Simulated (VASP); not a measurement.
Band structure of TaSi (relaxed from the CsCl structure, space group Pm-3m). Computed with PBEsol GGA, VASP's PBE PAW potentials (set 64) (plane waves; VASP 6.6.1).

Unless said otherwise, spin-orbit coupling is left out, though it shifts the bands of the heavy elements here.

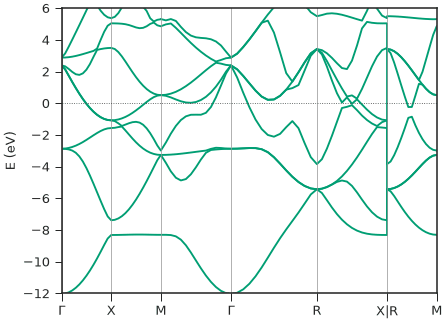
Figure. Bands along high-symmetry lines, zero at the valence-band maximum or, without a gap, the Fermi level

Read the plot: is there a gap, and where are the band edges?

It has no gap at this level: it comes out as a metal or semimetal. (Edges off the drawn lines would not show.)

The structure was generated: TaSi was put into the CsCl type (Pm-3m), which need not be its known phase. It was relaxed first. The electron count is odd and the run is not spin-polarised, which forces a metal.
